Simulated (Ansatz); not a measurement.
# C2H3BClF3O: taking an electron away

How much energy removes an electron from C2H3BClF3O at fixed geometry? The cation is run at each level and the neutral's energy taken from earlier runs.

Program: Ansatz 0.2.0, Gaussian basis. Level of theory: unrestricted cation, the program's frozen cores in correlated methods. These are calculated values, not measurements.

Levels to be run: UKS PBE-D4/def2-TZVPP; UKS r2SCAN-D4/def2-TZVPP; UKS PBE0-D4/def2-TZVPP; UKS B3LYP-D4/def2-TZVPP; UKS wB97X-V/def2-TZVPP; UKS wB97M-V/def2-TZVPP; UKS B2PLYP/def2-TZVPP; UHF-CCSD(T)/def2-TZVPP; then −ε(HOMO) from the neutral's earlier runs with LDA (SPW92), PBE-D4, revPBE-D4, BLYP-D4, r2SCAN-D4, B97M-V, PBE0-D4, B3LYP-D4, r2SCANh-D4, r2SCAN0-D4, HSE06-D4, BHLYP-D4, CAM-B3LYP-D4, LC-ωPBE, ωB97X-V, ωB97M-V.

### 1 Structure used throughout

The geometry comes from an earlier relaxation with PBE0-D4 in a triple-zeta def2 set; it is a stationary point, not always the lowest conformer.

SMILES `FC(F)(F)COBCl`, 11 atoms, charge 0, spin multiplicity 1.

Atoms are counted from 1 here; the program's logs count them from 0.

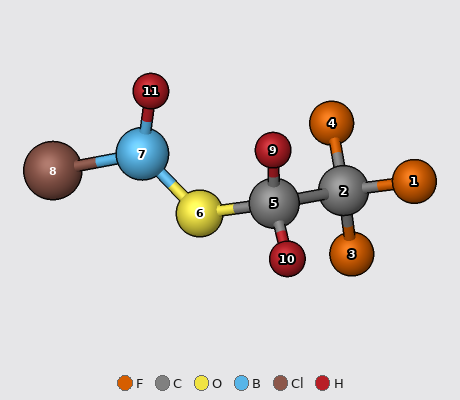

The geometry (fluorine orange, carbon grey, oxygen yellow, boron blue, chlorine brown, hydrogen red); atoms are numbered from 1 in the order of the file.

### 2 Cation, UKS PBE-D4/def2-TZVPP

in.yaml

```yaml
crystal:
  periodic: [false, false, false]
  atoms:
    - {symbol: F, position_ang: [-1.510775, 1.822010, 1.016461]}
    - {symbol: C, position_ang: [-1.023260, 1.049766, 0.038915]}
    - {symbol: F, position_ang: [-0.963864, 1.779079, -1.073125]}
    - {symbol: F, position_ang: [-1.890130, 0.055341, -0.172049]}
    - {symbol: C, position_ang: [0.336044, 0.520796, 0.449094]}
    - {symbol: O, position_ang: [0.864819, -0.284370, -0.569089]}
    - {symbol: B, position_ang: [0.921919, -1.621596, -0.440704]}
    - {symbol: Cl, position_ang: [1.544927, -2.548031, -1.782033]}
    - {symbol: H, position_ang: [0.212628, -0.027180, 1.387378]}
    - {symbol: H, position_ang: [0.996383, 1.375016, 0.608163]}
    - {symbol: H, position_ang: [0.576807, -2.177929, 0.557488]}
basis:
  gaussian: {orbitals: def2-TZVPP}
total_charge: 1
magnetization: {spin_polarized: true, initial_magnetization: 1}
hamiltonian: {xc: pbe, dispersion: d4}
```

Further steps of the session: Cation, UKS r2SCAN-D4/def2-TZVPP; Cation, UKS PBE0-D4/def2-TZVPP; Cation, UKS B3LYP-D4/def2-TZVPP; Cation, UKS wB97X-V/def2-TZVPP; Cation, UKS wB97M-V/def2-TZVPP; Cation, UKS B2PLYP (frozen core)/def2-TZVPP; Cation, UHF-CCSD(T)/def2-TZVPP.

**Question.** What will the summary of the whole plan be? Wanted: ionisation energy, CCSD(T)/def2-TZVPP; nearest functional by difference; nearest −ε(HOMO); −ε(HOMO) of PBE; T1 of the cation.

The runs gave:

| quantity | value |
| --- | --- |
| ionisation energy, CCSD(T)/def2-TZVPP | 11.80 eV |
| nearest functional by difference | ωB97X-V (+0.02 eV) |
| nearest −ε(HOMO) | LC-ωPBE (+0.18 eV) |
| −ε(HOMO) of PBE | 7.69 eV |
| T1 of the cation | 0.023 |

**Reading.** By cation minus neutral, the functionals miss by 0.90 eV at most. The PBE orbital energy is 4.1 eV too small: a semilocal HOMO is no ionisation energy. Among orbital estimates LC-ωPBE comes nearest. Hartree-Fock falls 0.91 eV short, as the neutral has more correlation energy than the cation. The cation may have settled in a state other than its lowest; no search over hole states beyond the program's own was made.
